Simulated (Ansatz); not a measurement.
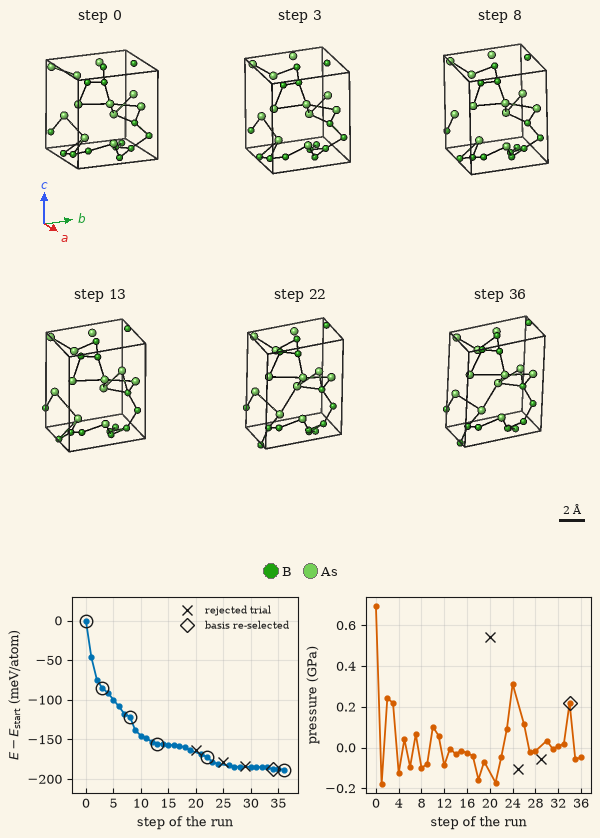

Frames of a relaxation of an amorphous cell of composition B₁₄As₁₁ (coarse preliminary run), marked on the history of the run. A ball-and-stick model of the cell of the calculation, seen slightly off an axis.

Case: the quenched liquid.

Method: DFT PBE, scalar-relativistic, plane waves, PAW in Ansatz. Set-up: plane-wave cutoff 420 eV; k-point mesh 2 × 2 × 2; occupations gaussian; smearing width 0.1 eV; mesh shifted by (0.5, 0.5, 0.5); no spin polarisation; cell and atoms relaxed; force threshold 0.04 eV/Å; at most 70 steps.

Q: Describe the path.

A: The run was cut off at its time limit before the program reported convergence, but its last step already meets the force threshold: the largest component is 0.021 eV/Å against 0.04 eV/Å. The pressure is within 0.05 GPa of its target. Over 32 accepted moves (36 points after the start) the energy falls by 188 meV per atom. The largest force component goes from 1.5 to 0.021 eV/Å. Pressure: 0.70 GPa at the start and −0.05 GPa at the end. The line search rejected the trial steps at points 20, 25, 29 of the run. At 1 point the geometry stayed and the basis and grid were re-selected for the new cell (energy shift of 2.9 meV per atom at most each time). The largest move relative to the cell is that of a B atom, 1.08 Å along [1 0 −2]. By element the largest moves are B 1.08 Å, As 0.91 Å. Cell: a 7.179 → 6.798 Å (−5.3 %), b 7.266 → 7.467 Å (+2.8 %), c 7.633 → 8.175 Å (+7.1 %), α 89.8° → 85.3°, β 89.3° → 89.0°, γ 92.5° → 108.6°. Volume −1.5 %. Among the contacts that change: As–B 3.674 → 2.266 Å, B–B 3.049 → 1.781 Å, B–B 3.044 → 1.893 Å, As–As 3.322 → 4.406 Å. New bonds form: As–As (3.37 → 2.63 Å), As–B (2.65 → 2.11 Å), As–B (3.18 → 2.33 Å), As–B (3.67 → 2.27 Å). Among the angles between lasting bonds that change: B–B–B 119.3° → 59.6°, B–B–As 60.3° → 112.8°, B–B–B 112.5° → 64.7°. From step 0 to 3: an As atom moves most (0.49 Å), volume +4.6 %, energy −85.6 meV per atom. From step 3 to 8: an As atom moves most (0.52 Å), volume −0.5 %, energy −35.7 meV per atom. From step 8 to 13: B atoms move most (0.51 Å), volume −1.3 %, energy −34.0 meV per atom. From step 13 to 22: a B atom moves most (0.71 Å), volume −4.5 %, energy −17.0 meV per atom. From step 22 to 36: an As atom moves most (0.42 Å), volume +0.4 %, energy −15.7 meV per atom.

Limits of the set-up: the periodic images lie only 7.2 Å apart, so the values are limited by the cell's size.
